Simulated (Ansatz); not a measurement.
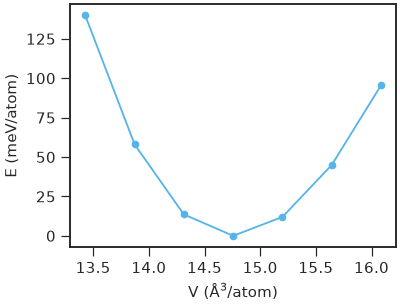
*Pt (fcc (Cu type), Fm-3m) under volume change, LDA in the plane-wave PAW code Ansatz, scaled uniformly.*

What does a third-order Birch–Murnaghan fit give for V₀, B₀ and B′?

V₀ = 14.76 Å³/atom, B₀ = 307 GPa, B′ = 5.3.

The LDA relaxation kept the symmetry of its start. The run is not spin-polarised. Spin–orbit coupling is left out wherever it is not named.

Potentials: the earlier of the program's two PAW sets. The files were generated under PBE; for other functionals the program regenerates the frozen cores, and for LDA and PBEsol the local potential too.
